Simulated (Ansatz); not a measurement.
**Molecular dynamics of VN₃H₅Cl**

VN₃H₅Cl, SMILES [NH]=[V]([NH2])([NH2])[Cl], computed with RKS r2SCAN-d3bj/6-31G* (Ansatz 0.2.0).

The geometry comes from this level: PBE0-D4/def2-TZVP. Figures and captions count atoms from 1; the log counts them from 0 in places.

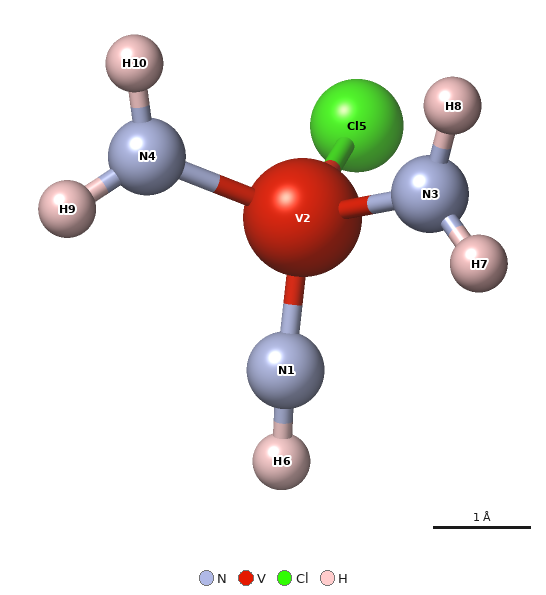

Fig. 1: The structure as given in the input (ball-and-stick view, seen at a tilt; atoms are numbered from 1 in the order of the input). Sticks mark near contacts. Bond lengths as drawn: Cl–V 2.19 Å, H–N 1.01 Å and N–V 1.60 to 1.82 Å.

## Input
```yaml
crystal:
  periodic: [false, false, false]
  atoms:
    - {symbol: N, position_ang: [-1.542084, 0.527223, -0.412805]}
    - {symbol: V, position_ang: [-0.006811, 0.067815, -0.412015]}
    - {symbol: N, position_ang: [0.001624, -1.645664, 0.209227]}
    - {symbol: N, position_ang: [0.862844, 1.233302, 0.686803]}
    - {symbol: Cl, position_ang: [0.885499, 0.132930, -2.413794]}
    - {symbol: H, position_ang: [-2.461743, 0.848001, -0.687399]}
    - {symbol: H, position_ang: [-0.802073, -2.182940, 0.491765]}
    - {symbol: H, position_ang: [0.863771, -2.135995, 0.408864]}
    - {symbol: H, position_ang: [0.450520, 2.004589, 1.186335]}
    - {symbol: H, position_ang: [1.831654, 1.099738, 0.945921]}
basis:
  gaussian: {orbitals: "6-31G*"}
hamiltonian: {xc: {name: r2SCAN}, dispersion: d3bj}
md: {timestep: 2 fs, n_steps: 20, ensemble: nvt_langevin, temperature: 1000, initial_velocities: maxwell_boltzmann, friction: 0.01, seed: 150}
```

Run on 4 threads of Arm Neoverse V2, 23 GiB of memory available, shared host.

Command:
```bash
ansatz run in.yaml --threads 4 --pin off --events-out ev --progress --plain --max-ram 10444MiB
```

## What the program printed
```
Warning: the engine holds no damping parameters fitted to this dispersion correction and functional, so the run takes those fitted to r2scan beside the three-body term, which d3bj leaves out (hamiltonian.dispersion, under Limitations)
Functional definition: r2SCAN
  name "r2SCAN"
  cite "Furness, Kaplan, Ning, Perdew & Sun, J. Phys. Chem. Lett. 11, 8208 (2020) doi:10.1021/acs.jpclett.0c02405"
  cite "Furness, Kaplan, Ning, Perdew & Sun, J. Phys. Chem. Lett. 11, 9248 (2020) doi:10.1021/acs.jpclett.0c03077"
  parent r2scan
  parameter k0 = 0.174
  parameter k1 = 0.065
  parameter a1 = 4.9479
  exchange = r2scan_x(k0 = k0, k1 = k1, a1 = a1)
  correlation = r2scan_c
1421 factors; their error is unknown
mean field evaluation 1: about -42734.4092 eV, gradient 1.1e2 eV
mean field evaluation 2: about -42301.4701 eV, gradient 4.7e2 eV
mean field evaluation 4: about -42736.0984 eV, gradient 1.2e2 eV
mean field evaluation 8: about -42758.8267 eV, gradient 1.9e0 eV
mean field evaluation 16: about -42758.7911 eV, gradient 8.9e-4 eV
mean field -42758.79111568 eV, -1571.3565905518 hartree, gradient 3.8e-5 eV, S^2 0.000000; 0 other end points of the search recorded, 0 dependent functions left out
the calculation of the forces begins
reference -42758.79114426 eV, -1571.3565916020 hartree; 33, 33 occupied and 77, 77 virtual orbitals, 1421 factors
md step     0: t =     0.00 fs  T =   900.0 K  F+E_penalty+E_count = -42758.86205852 eV  E_kin = 1.163340 eV  (32 SCF iters)
these checks for a lower state are left out or cut short: starts, cluster_reference, orbital_swaps, neighbouring_geometries, increment
1421 factors; their error is unknown
mean field -42758.32532219 eV, -1571.3394729567 hartree, gradient 9.1e-6 eV, S^2 0.000000; 0 other end points of the search recorded, 0 dependent functions left out
[... from here on the field's lines of each further geometry are left out, up to the last ...]
md step     1: t =     2.00 fs  T =   676.4 K  F+E_penalty+E_count = -42758.39599076 eV  E_kin = 0.874318 eV  (36 SCF iters, 3 dispersion substeps)
md step     2: t =     4.00 fs  T =   612.6 K  F+E_penalty+E_count = -42758.40989885 eV  E_kin = 0.791901 eV  (36 SCF iters, 3 dispersion substeps)
md step     3: t =     6.00 fs  T =   627.8 K  F+E_penalty+E_count = -42758.37854290 eV  E_kin = 0.811518 eV  (36 SCF iters, 3 dispersion substeps)
md step     4: t =     8.00 fs  T =   533.6 K  F+E_penalty+E_count = -42758.23098963 eV  E_kin = 0.689754 eV  (36 SCF iters, 3 dispersion substeps)
md step     5: t =    10.00 fs  T =   664.7 K  F+E_penalty+E_count = -42758.32823610 eV  E_kin = 0.859152 eV  (36 SCF iters, 3 dispersion substeps)
md step     6: t =    12.00 fs  T =   478.5 K  F+E_penalty+E_count = -42758.17547736 eV  E_kin = 0.618470 eV  (35 SCF iters, 3 dispersion substeps)
md step     7: t =    14.00 fs  T =   574.8 K  F+E_penalty+E_count = -42758.32633958 eV  E_kin = 0.742940 eV  (35 SCF iters, 3 dispersion substeps)
md step     8: t =    16.00 fs  T =   395.7 K  F+E_penalty+E_count = -42757.84302679 eV  E_kin = 0.511465 eV  (37 SCF iters, 3 dispersion substeps)
md step     9: t =    18.00 fs  T =   460.7 K  F+E_penalty+E_count = -42757.99154811 eV  E_kin = 0.595517 eV  (35 SCF iters, 3 dispersion substeps)
md step    10: t =    20.00 fs  T =   440.1 K  F+E_penalty+E_count = -42757.87728431 eV  E_kin = 0.568821 eV  (36 SCF iters, 3 dispersion substeps)
md step    11: t =    22.00 fs  T =   559.1 K  F+E_penalty+E_count = -42758.05694506 eV  E_kin = 0.722698 eV  (37 SCF iters, 3 dispersion substeps)
md step    12: t =    24.00 fs  T =   455.1 K  F+E_penalty+E_count = -42758.03016876 eV  E_kin = 0.588271 eV  (36 SCF iters, 3 dispersion substeps)
md step    13: t =    26.00 fs  T =   510.0 K  F+E_penalty+E_count = -42758.23382251 eV  E_kin = 0.659237 eV  (36 SCF iters, 3 dispersion substeps)
md step    14: t =    28.00 fs  T =   457.3 K  F+E_penalty+E_count = -42758.11285225 eV  E_kin = 0.591111 eV  (35 SCF iters, 3 dispersion substeps)
md step    15: t =    30.00 fs  T =   492.7 K  F+E_penalty+E_count = -42758.02942222 eV  E_kin = 0.636898 eV  (36 SCF iters, 3 dispersion substeps)
md step    16: t =    32.00 fs  T =   733.8 K  F+E_penalty+E_count = -42758.29620043 eV  E_kin = 0.948457 eV  (37 SCF iters, 3 dispersion substeps)
md step    17: t =    34.00 fs  T =   645.9 K  F+E_penalty+E_count = -42757.90993343 eV  E_kin = 0.834903 eV  (34 SCF iters, 3 dispersion substeps)
md step    18: t =    36.00 fs  T =   642.8 K  F+E_penalty+E_count = -42758.01966397 eV  E_kin = 0.830848 eV  (37 SCF iters, 3 dispersion substeps)
md step    19: t =    38.00 fs  T =   443.5 K  F+E_penalty+E_count = -42757.64593500 eV  E_kin = 0.573312 eV  (36 SCF iters, 3 dispersion substeps)
the calculation of the forces begins
reference -42757.83697963 eV, -1571.3215266986 hartree; 33, 33 occupied and 77, 77 virtual orbitals, 1421 factors
1421 factors; their error is unknown
mean field evaluation 192: about -42757.5256 eV, gradient 1.3e1 eV
mean field -42757.83695158 eV, -1571.3215256677 hartree, gradient 1.7e-5 eV, S^2 0.000000; 1 other end points of the search recorded, 0 dependent functions left out
the calculation of the forces begins
reference -42757.83697963 eV, -1571.3215266986 hartree; 33, 33 occupied and 77, 77 virtual orbitals, 1421 factors
md step    20: t =    40.00 fs  T =   649.1 K  F+E_penalty+E_count = -42757.90831006 eV  E_kin = 0.839090 eV  (35 SCF iters, 3 dispersion substeps)
```

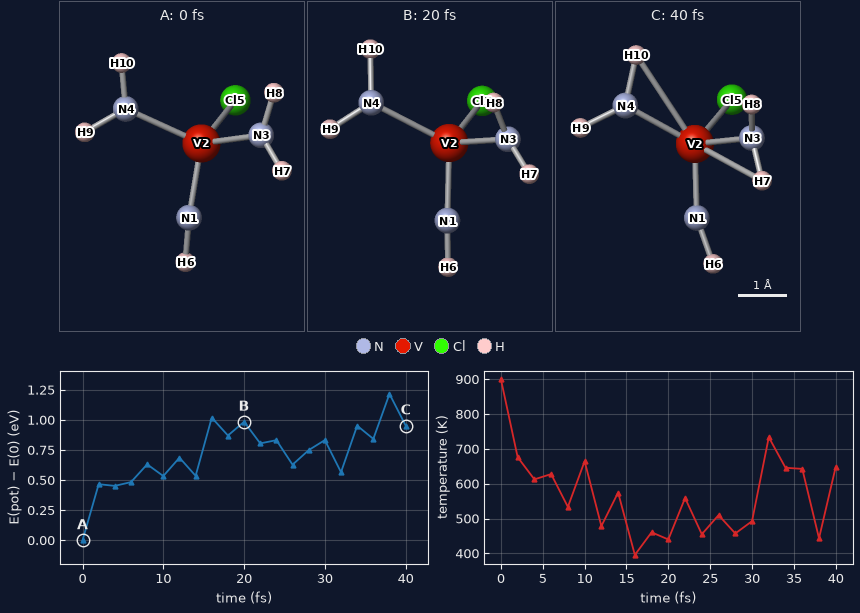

Fig. 2: Frames of the molecular dynamics (ball-and-stick, seen at a tilt) above the curves, on which the letters mark them. The trajectory kept here has 21 frames over 40 fs. The temperature starts at 900 K, ranges from 396 to 900 K and averages 548 K over the second half. The potential energy ends 0.954 eV above its first value. After an unweighted best fit of the last frame on the first, the root-mean-square displacement is 0.35 Å, and H6 has moved furthest (0.66 Å).

```
Total energy: -42757.90833811 eV, -1571.3241490743 hartree
Atom 0 at    -1.617581     0.410303    -0.630530 Å, force    -2.872280     1.113413     0.175435 eV/Å
Atom 1 at    -0.081788     0.180560    -0.367129 Å, force     2.206361    -1.583211    -2.839271 eV/Å
Atom 2 at    -0.218036    -1.489903     0.265976 Å, force     0.225002    -1.217316     1.143705 eV/Å
Atom 3 at     0.778198     1.147565     0.833300 Å, force     0.886575     1.445986     1.237563 eV/Å
Atom 4 at     1.019395     0.220460    -2.387015 Å, force    -0.306716    -0.027216     0.807189 eV/Å
Atom 5 at    -2.612466     0.213177    -0.821400 Å, force     0.535004     0.315407    -0.075552 eV/Å
Atom 6 at    -1.179190    -1.739922     0.458714 Å, force     0.016501    -0.493908    -0.006720 eV/Å
Atom 7 at     0.392828    -1.907914     0.985998 Å, force    -0.212462     0.216434    -0.549760 eV/Å
Atom 8 at     0.376135     2.011179     1.316690 Å, force     1.817524    -1.586501    -0.411449 eV/Å
Atom 9 at     1.806751     0.766579     0.882825 Å, force    -2.295509     1.816913     0.518861 eV/Å
Dipole moment:    -0.330526    -0.101516     1.090541 e Å
```

## Trajectory as extended XYZ (Å, eV, eV/Å), 10 of the 21 frames kept, from step=0 to step=20
```
10
Properties=species:S:1:pos:R:3:forces:R:3 step=0 time_fs=0.0 energy=-42758.86206 temperature=900.0
N    -1.5421    0.5272   -0.4128   -0.2513   0.0642   0.0668
V    -0.0068    0.0678   -0.4120    0.2646  -0.0882   0.0543
N     0.0016   -1.6457    0.2092    0.0220   0.1329  -0.0987
N     0.8628    1.2333    0.6868   -0.0441  -0.0874  -0.1352
Cl    0.8855    0.1329   -2.4138    0.1138   0.0056  -0.2392
H    -2.4617    0.8480   -0.6874   -0.2847   0.0980  -0.0778
H    -0.8021   -2.1829    0.4918   -0.2244  -0.1688   0.0921
H     0.8638   -2.1360    0.4089    0.2297  -0.1759   0.0760
H     0.4505    2.0046    1.1863   -0.1061   0.2262   0.1576
H     1.8317    1.0997    0.9459    0.2804  -0.0067   0.1041
10
Properties=species:S:1:pos:R:3:forces:R:3 step=2 time_fs=4.0 energy=-42758.40990 temperature=612.6
N    -1.5352    0.4948   -0.4251   -1.9884   0.8374  -0.3286
V    -0.0167    0.0744   -0.4350    1.9624  -0.6774   1.4121
N    -0.0562   -1.6391    0.2103    0.8486  -1.5570   0.7668
N     0.8874    1.2177    0.7069    2.8056   1.3827   2.1001
Cl    0.9054    0.1391   -2.3896    0.2341   0.0152  -0.6963
H    -2.4469    0.7903   -0.7784    0.0152  -0.0284   0.1131
H    -0.8408   -2.2449    0.5082    0.3831   0.7675  -0.3262
H     0.8244   -2.1256    0.5401   -1.0307   0.8254  -0.5919
H     0.5338    1.9983    1.3060   -0.3768  -0.8646  -0.9053
H     1.9558    1.2208    1.0689   -2.8532  -0.7008  -1.5437
10
Properties=species:S:1:pos:R:3:forces:R:3 step=4 time_fs=8.0 energy=-42758.23099 temperature=533.6
N    -1.5400    0.4714   -0.4479   -2.7259   1.2717  -0.6376
V    -0.0207    0.0808   -0.4528    2.3233  -0.5777   2.4794
N    -0.1064   -1.6309    0.2127    0.2430   0.3708  -0.4304
N     0.9375    1.2066    0.7498   -5.3395  -0.0181  -1.2540
Cl    0.9228    0.1417   -2.3742    0.3508   0.0186  -0.9758
H    -2.4798    0.7340   -0.7899    0.4820  -0.1770   0.2856
H    -0.8473   -2.2611    0.4583   -0.7621   0.0668  -0.0176
H     0.7193   -1.9880    0.6475    1.0205  -0.2797   0.2186
H     0.5889    1.9663    1.3259   -1.1611  -0.0272  -0.2334
H     1.8326    1.2772    0.9853    5.5690  -0.6482   0.5652
10
Properties=species:S:1:pos:R:3:forces:R:3 step=7 time_fs=14.0 energy=-42758.32634 temperature=574.8
N    -1.5773    0.4489   -0.5085   -1.2244   1.2192  -0.5556
V    -0.0143    0.0927   -0.4675    0.0773  -0.3484   3.0136
N    -0.1725   -1.6210    0.2173    0.4417   0.1006  -0.0616
N     0.9663    1.2046    0.7955   -1.7120   0.0537  -0.5868
Cl    0.9518    0.1387   -2.3572    0.5588   0.0097  -1.2249
H    -2.5693    0.6558   -0.7553    0.9295  -0.2736   0.2308
H    -0.9551   -2.2598    0.4209    0.4581   0.7155  -0.1218
H     0.6293   -1.8174    0.8137    0.0277  -0.4579  -0.0076
H     0.4608    1.9815    1.3284    1.5117  -1.4196  -0.8966
H     2.0058    1.1883    0.8299   -1.0683   0.4007   0.2103
10
Properties=species:S:1:pos:R:3:forces:R:3 step=9 time_fs=18.0 energy=-42757.99155 temperature=460.7
N    -1.6065    0.4256   -0.5520    2.3409   0.7287   0.1339
V    -0.0097    0.1054   -0.4640   -1.3822  -0.3345   2.7475
N    -0.2031   -1.6126    0.2121    2.4076   1.3968  -0.1900
N     0.9696    1.2135    0.8194    1.9051  -5.1842  -4.0536
Cl    0.9691    0.1477   -2.3465    0.5964   0.0078  -1.1656
H    -2.5559    0.6278   -0.7440   -1.3392   0.1599  -0.3154
H    -0.9796   -2.1772    0.4270   -1.3210  -0.5648   0.2436
H     0.5425   -1.7577    0.8963    0.0013  -0.4353  -0.1358
H     0.5067    1.9181    1.2418   -1.0147   3.3200   2.0819
H     2.0342    1.1357    0.7201   -2.1942   0.9056   0.6535
10
Properties=species:S:1:pos:R:3:forces:R:3 step=11 time_fs=22.0 energy=-42758.05694 temperature=559.1
N    -1.6301    0.4092   -0.5854    1.0943   1.0151  -0.0181
V    -0.0061    0.1169   -0.4545   -2.4522  -0.0250   2.0253
N    -0.2043   -1.5916    0.2086    0.7582  -0.5064   1.6884
N     0.9564    1.1923    0.8229   -0.4549   1.0871  -0.4307
Cl    0.9850    0.1597   -2.3341    0.6039  -0.0097  -1.0957
H    -2.6424    0.5825   -0.7404    0.8645  -0.2391   0.0339
H    -1.0969   -2.0648    0.4758    1.0003   0.7024  -0.4209
H     0.4843   -1.7194    1.0030   -0.7880  -0.2198  -1.1405
H     0.5364    2.0994    1.2796    1.5699  -2.3069  -1.1142
H     2.0295    1.1757    0.7016   -2.1958   0.5023   0.4725
10
Properties=species:S:1:pos:R:3:forces:R:3 step=13 time_fs=26.0 energy=-42758.23382 temperature=510.0
N    -1.6457    0.4105   -0.6063    2.4682   0.6168   0.3553
V    -0.0076    0.1291   -0.4384   -2.8922   0.0189   0.8310
N    -0.1939   -1.5739    0.2193   -0.1813   0.4487  -0.7411
N     0.9144    1.1777    0.8239    0.4746  -2.0501  -1.5682
Cl    0.9991    0.1721   -2.3316    0.4554  -0.0194  -0.7372
H    -2.6495    0.5016   -0.7448    0.0243  -0.0124  -0.1225
H    -1.1202   -1.8886    0.4520   -0.3523  -0.2199  -0.0814
H     0.3920   -1.7404    0.9958    1.1950  -0.5665   1.1020
H     0.7100    2.0406    1.1976   -1.4615   2.4548   1.2738
H     1.9306    1.2253    0.7756    0.2700  -0.6708  -0.3117
10
Properties=species:S:1:pos:R:3:forces:R:3 step=16 time_fs=32.0 energy=-42758.29620 temperature=733.8
N    -1.6316    0.4003   -0.6248    0.3479   0.9090   0.4053
V    -0.0288    0.1545   -0.4023   -1.4521  -0.9325  -1.5246
N    -0.1989   -1.5338    0.2377    0.0108  -0.2216   0.5329
N     0.8453    1.1494    0.8162   -0.0789   3.0586   1.1806
Cl    1.0101    0.1902   -2.3457    0.1317  -0.0123  -0.0123
H    -2.6529    0.3692   -0.7586    0.5691   0.1018  -0.0923
H    -1.1898   -1.6744    0.4349    0.5066  -0.5899   0.2199
H     0.4088   -1.7812    1.0236   -0.2249  -0.2533  -0.1845
H     0.6321    2.1294    1.1727   -0.0206  -1.7297  -0.4163
H     1.8621    1.0925    0.8279    0.2103  -0.3302  -0.1088
10
Properties=species:S:1:pos:R:3:forces:R:3 step=18 time_fs=36.0 energy=-42758.01966 temperature=642.8
N    -1.6222    0.3983   -0.6351   -0.2468   1.2229   0.5422
V    -0.0554    0.1694   -0.3802    0.4333  -1.4557  -2.6493
N    -0.2112   -1.5105    0.2507    0.0214  -0.2455   0.1351
N     0.8046    1.1509    0.8223    2.6011  -2.0055  -0.4951
Cl    1.0158    0.2060   -2.3661   -0.1135  -0.0146   0.4887
H    -2.6121    0.2855   -0.7746   -0.5342   0.0964  -0.2749
H    -1.1963   -1.6229    0.4390    0.0503  -0.8104   0.3443
H     0.3945   -1.8222    0.9973    0.0484  -0.3555   0.2187
H     0.4794    1.9932    1.1720    0.0596   2.1970   1.3474
H     1.8578    0.8673    0.8392   -2.3196   1.3708   0.3429
10
Properties=species:S:1:pos:R:3:forces:R:3 step=20 time_fs=40.0 energy=-42757.90831 temperature=649.1
N    -1.6176    0.4103   -0.6305   -2.8723   1.1134   0.1754
V    -0.0818    0.1806   -0.3671    2.2064  -1.5832  -2.8393
N    -0.2180   -1.4899    0.2660    0.2250  -1.2173   1.1437
N     0.7782    1.1476    0.8333    0.8866   1.4460   1.2376
Cl    1.0194    0.2205   -2.3870   -0.3067  -0.0272   0.8072
H    -2.6125    0.2132   -0.8214    0.5350   0.3154  -0.0756
H    -1.1792   -1.7399    0.4587    0.0165  -0.4939  -0.0067
H     0.3928   -1.9079    0.9860   -0.2125   0.2164  -0.5498
H     0.3761    2.0112    1.3167    1.8175  -1.5865  -0.4114
H     1.8068    0.7666    0.8828   -2.2955   1.8169   0.5189
```

## Summary

- outcome: finished
- mean temperature over the second half: 548 K
- trajectory: 20 steps, 40 fs
- ensemble: nvt_langevin
- temperature in the input: 1000 K
- time step: 2 fs
- potential energy (last step): −42757.9083 eV
- mean-field energy (last step): −42757.8370 eV
- dispersion energy (last step): −0.0714 eV
- SCF solution under orbital rotations (last step): stable
- largest force (length of the vector) (last step): 3.929 eV/Å
- dipole moment (last step): 5.50 D
- wall time: 56 s (CPU time 3.6 min)
- peak memory: 0.51 GiB

## Notes

The program warns: the dispersion correction has no parameters fitted for this combination and takes those fitted for r2SCAN with other terms. So short a trajectory is not equilibrated. The logged temperature at the start can lie below the typed one, since it is counted over all degrees of freedom. The temperature stays far from the 1000 K of the thermostat over the second half: the run isn't equilibrated.
